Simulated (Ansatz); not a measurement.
# Work function of Ba by crystal face

How much does the work function of Ba differ between its low-index faces, and does the functional change the order?

Set-up. Ansatz 0.2.0, plane waves with PAW datasets (its set soft_2) at their recommended cutoffs; symmetric slabs of 7 layers (11 for bcc (111)) cut at the tabulated experimental lattice constant, atoms at bulk places, 18 Å of vacuum, k-spacing 0.16 Å⁻¹ (2π included), Fermi-Dirac smearing of 0.1 eV, SCF threshold 1e-9 eV; spin-polarised where the metal is Fe, Co or Ni. The work function is the vacuum level less the Fermi level; differences are formed before rounding.

What came out:

| face | atoms per nm² | LDA (eV) | PBEsol (eV) | r2SCAN (eV) | PBE (eV) | RPBE (eV) | PBE, relaxed (eV) |
| --- | --- | --- | --- | --- | --- | --- | --- |
| (110) | 5.6 | 2.60 | 2.48 | 2.43 | 2.44 | 2.34 | 2.43 |
| (100) | 4.0 | 2.53 | 2.40 | 2.34 | 2.36 | 2.26 | 2.36 |
| (111) | 2.3 | 2.55 | 2.43 | 2.38 | 2.39 | 2.29 | 2.37 |

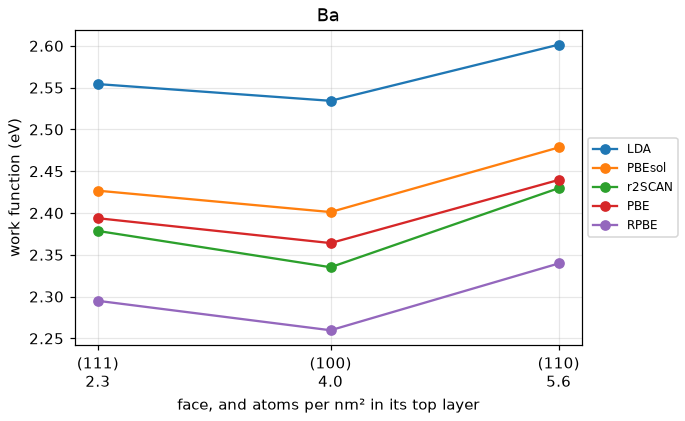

Work function against the density of the top layer.

**Answer.** With PBE the work function runs from 2.44 eV on (110) to 2.36 eV on (100). All faces lie within 0.08 eV of each other, too close for slabs of this thickness to order. LDA lies 0.16 to 0.17 eV above PBE. Relaxing all layers with PBE (forces under 0.01 eV/Å) moves the values by −0.03 to −0.01 eV.

What the numbers leave out: Slabs this thin leave size errors that can reach a tenth of an eV or more. The functionals share one unrelaxed geometry at the tabulated experimental lattice constant; the relaxed column keeps that in-plane lattice, which is not PBE's own.
